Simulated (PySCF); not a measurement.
# C4H11BO2: NMR shielding calculation

- system: C4H11BO2 (ethyldimethoxyborane)
- method: GIAO PBE0/pcSseg-1 NMR shielding, non-relativistic, gas phase (PySCF 2.14.0)

The geometry comes from this level: GFN2-xTB, MD frame at 800 fs, 400 K. It belongs to a series of runs on one base structure; here: MD frame at 800 fs, 400 K. Figures and captions count atoms from 1; the log counts them from 0 in places.

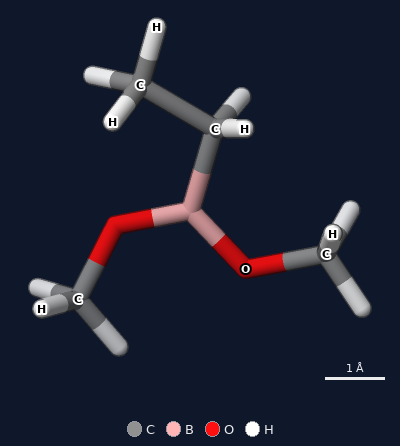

**Figure 1.** The input geometry (stick view, seen at a tilt).

## Results in brief

```tsv
quantity	value
outcome	converged
total energy	−333.971090 hartree
HOMO	−7.91 eV
LUMO	1.47 eV
dipole moment	1.08 D
isotropic shielding, C	129.0 to 186.4 ppm
isotropic shielding, B	70.3 ppm
isotropic shielding, O	222.5 to 227.2 ppm
isotropic shielding, H	26.6 to 33.0 ppm
hardware	1 CPU thread, shared host
wall time	61 s
peak memory	0.87 GiB
```

## The input
```
{"job": {"kind": "nmr", "xc": "PBE0", "basis": "pcSseg-1", "pop": false}, "charge": 0, "multiplicity": 1}
C     -0.356000     0.451500     1.671900
C      0.835500     0.213300     0.748000
B      0.348200    -0.602400    -0.487200
O      1.258900    -1.238600    -1.311500
C      2.663900    -1.193800    -0.971000
O     -0.933800    -0.850700    -0.546900
C     -1.592000    -1.845800    -1.316500
H     -0.017800     1.013200     2.561700
H     -0.733400    -0.551400     1.960900
H     -1.263200     1.011200     1.229600
H      1.204400     1.121400     0.447500
H      1.458500    -0.279700     1.378700
H      2.923500    -1.538900     0.057000
H      3.019000    -0.214300    -1.014600
H      3.254800    -1.815800    -1.683200
H     -2.368800    -1.255700    -1.752000
H     -0.945500    -2.258600    -2.124400
H     -2.083900    -2.568000    -0.635600
```

The first line tells a small driver script what to run in PySCF; the rest is the geometry in Å.

Command:
```bash
OMP_NUM_THREADS=1 python <driver script> task.json out
```

## Log
```
coarse grid: 14424 points
cycle   1  E = -333.7843882228  dE =  7.876e-01  |g| = 8.003e-01  |ddm| = 3.472e+00
cycle   2  E = -333.6794853970  dE =  1.049e-01  |g| = 1.113e+00  |ddm| = 1.396e+00
cycle   3  E = -333.9076207460  dE = -2.281e-01  |g| = 9.387e-02  |ddm| = 8.621e-01
cycle   4  E = -333.9091324626  dE = -1.512e-03  |g| = 3.671e-02  |ddm| = 8.226e-02
cycle   5  E = -333.9094446779  dE = -3.122e-04  |g| = 5.293e-03  |ddm| = 2.976e-02
cycle   6  E = -333.9094496797  dE = -5.002e-06  |g| = 2.366e-03  |ddm| = 4.744e-03
final grid: 137552 points
cycle   7  E = -333.9710540608  dE = -3.937e-05  |g| = 1.346e-02  |ddm| = 2.603e-02
cycle   8  E = -333.9710207736  dE =  3.329e-05  |g| = 1.923e-02  |ddm| = 1.907e-02
cycle   9  E = -333.9710891680  dE = -6.839e-05  |g| = 1.543e-03  |ddm| = 1.150e-02
cycle  10  E = -333.9710896584  dE = -4.903e-07  |g| = 2.360e-04  |ddm| = 1.253e-03
cycle  11  E = -333.9710896656  dE = -7.262e-09  |g| = 1.493e-04  |ddm| = 2.522e-04
cycle  12  E = -333.9710896695  dE = -3.886e-09  |g| = 2.821e-05  |ddm| = 1.028e-04
cycle  13  E = -333.9710896697  dE = -1.589e-10  |g| = 7.496e-06  |ddm| = 2.463e-05
```

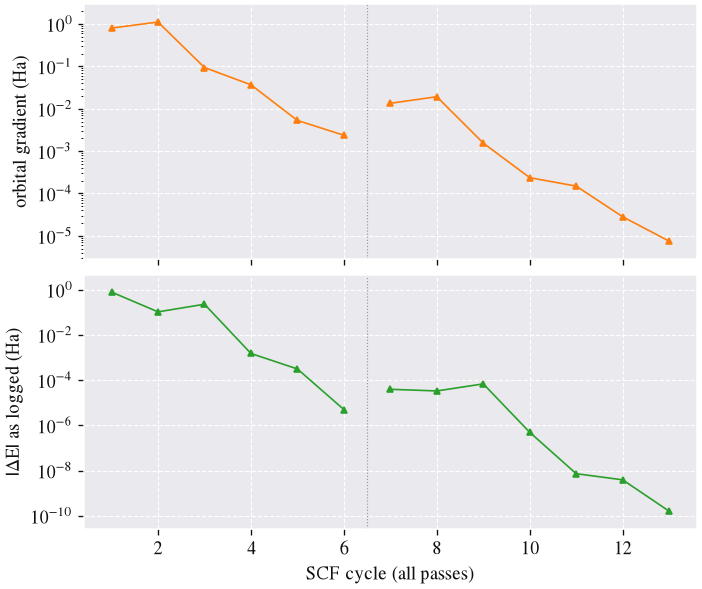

**Figure 2.** Convergence of the self-consistent field: orbital gradient and size of the energy change against the SCF cycle. The dotted line marks the change from a coarse to the final integration grid. The first 6 cycles use a coarse grid, the final grid takes over at cycle 7, and the field converges after 13 cycles in all.

```
converged SCF energy = -333.9710896697

GIAO shielding tensors (ppm)
atom      isotropic    diamagn.    paramagn.     s11        s22        s33       span
  0 C      165.625     248.073     -82.448    157.881    163.556    175.439     17.557
  1 C      186.449     258.128     -71.679    182.097    183.171    194.080     11.983
  2 B       70.295     197.692    -127.397     55.598     68.429     86.858     31.260
  3 O      222.512     395.624    -173.112     45.939    293.663    327.933    281.994
  4 C      129.047     241.621    -112.575     97.915    107.336    181.889     83.974
  5 O      227.209     400.575    -173.366    119.631    220.377    341.619    221.989
  6 C      131.951     243.824    -111.873    100.063    113.731    182.061     81.999
  7 H       30.212      29.815       0.397     25.115     28.252     37.270     12.155
  8 H       30.120      31.846      -1.726     26.219     28.812     35.330      9.111
  9 H       29.104      30.519      -1.415     24.823     28.022     34.465      9.642
 10 H       33.048      36.363      -3.315     27.525     32.431     39.188     11.662
 11 H       32.910      37.065      -4.155     26.442     33.466     38.820     12.378
 12 H       27.899      28.975      -1.077     23.940     26.722     33.034      9.094
 13 H       29.074      30.838      -1.764     25.587     26.826     34.810      9.222
 14 H       27.541      26.200       1.341     23.524     25.532     33.568     10.043
 15 H       28.004      29.338      -1.334     23.176     26.387     34.448     11.272
 16 H       26.588      27.777      -1.189     21.951     26.100     31.714      9.763
 17 H       27.543      27.943      -0.400     23.332     25.515     33.782     10.450
```

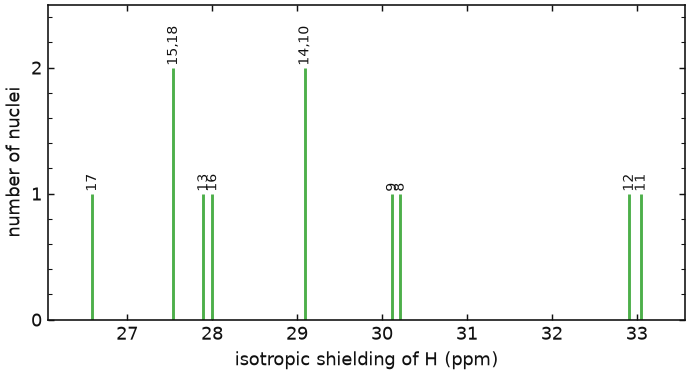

**Figure 3.** Isotropic shieldings of the hydrogen nuclei in this fixed geometry, labelled by atom number; shielding grows to the right, so chemical shift grows to the left. The least shielded is H17 (26.6 ppm), the most shielded H11 (33.0 ppm).
